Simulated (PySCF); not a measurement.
B(F)(Cl)(OH), SMILES OB(F)Cl at its B3LYP/def2-SVP optimised geometry (Å):

```
5

B     -0.2407     0.1957     0.0000
F      1.0892     0.1957     0.0000
Cl    -1.0892     1.7392     0.0000
O     -0.9387    -0.9519     0.0000
H     -0.3764    -1.7392    -0.0004
```

Method: B3LYP/def2-TZVP (PySCF). Cells within 0.4 Å of a nucleus heavier than hydrogen are left out (blank, or x).

Map of the Laplacian of the electron density (e/bohr⁵), clipped to [-1.50, 1.50] on the plane z = 0.0 Å:

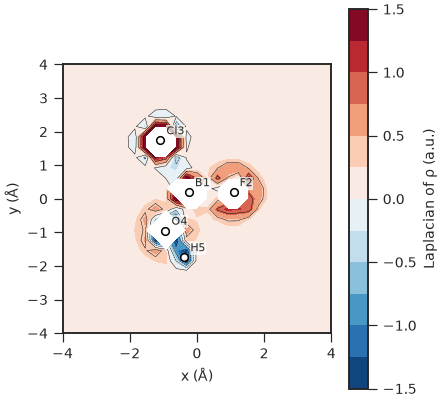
Fig. 1. Laplacian of the electron density (e/bohr⁵), clipped to [-1.50, 1.50] on the plane z = 0.0 Å.
